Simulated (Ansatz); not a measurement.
Input file:

```
crystal:
  periodic: [false, false, false]
  atoms:
    - { symbol: C, position_ang: [-0.96451, 0.74782, -0.696] }
    - { symbol: C, position_ang: [0.18529, 0.55189, -0.02346] }
    - { symbol: Si, position_ang: [0.74944, -1.01769, 0.71996] }
    - { symbol: H, position_ang: [-1.66373, -0.05212, -0.87428] }
    - { symbol: H, position_ang: [-1.23759, 1.71248, -1.0897] }
    - { symbol: H, position_ang: [0.83583, 1.40928, 0.11753] }
    - { symbol: H, position_ang: [-0.0236, -0.50837, -0.16597] }
    - { symbol: H, position_ang: [0.01735, -2.25543, 0.55227] }
magnetization:
  spin_polarized: true
  initial_magnetization: 1
basis:
  gaussian: { orbitals: def2-SVP }
hamiltonian:
  xc: pbe0
  dispersion: d4
relax:
  f_tol: 0.02
  max_steps: 50
output:
  orbitals: {}
```

Launched as:

```sh
ansatz run input.yaml --threads 2 --pin off --max-ram 3072MiB --backend cpu --events-out ev --progress --plain --runs-dir out
```

The fields are those of the relaxed geometry.

⟨S²⟩ = 0.81, above the pure value of 0.75.

The calculation used Ansatz, UKS PBE0-D4/def2-SVP.

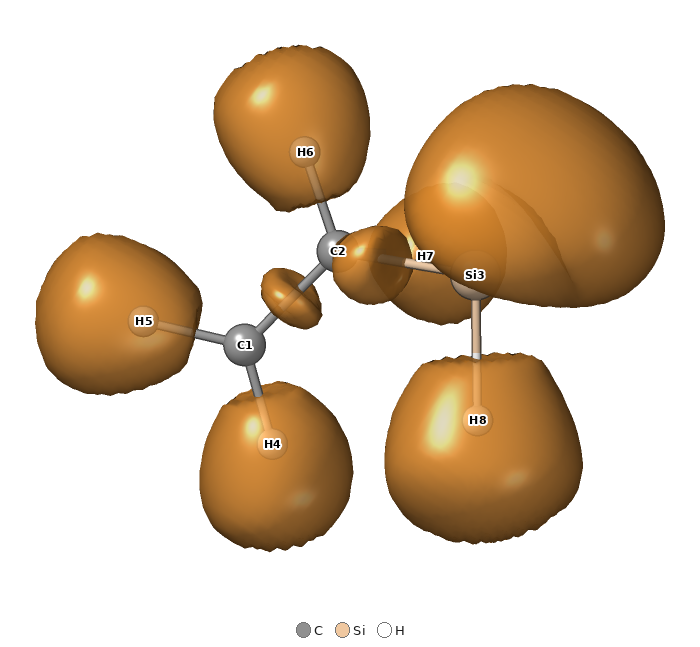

C$_{2}$H$_{5}$Si (doublet). Isosurface of the electron localisation function at 0.85 (orange), seen at a tilt. Only the valence region is drawn (cores and ρ < 0.01 e/Å³ removed).

Question: Describe the localisation domains.

Answer: At this value the surface marks out one region between bonded C–C atoms (shared pairs), one region between bonded C–Si atoms (shared pairs), five regions around hydrogen nuclei and one lobe on Si, pointing away from the bonds (non-bonding electrons). Along the contacts the grid gives the following. C–C (1.44 Å): the ELF peaks at about 0.95 between the atoms: localised, covalent bonding. C–Si (1.92 Å): the ELF peaks at about 0.90 between the atoms (a covalent bond).
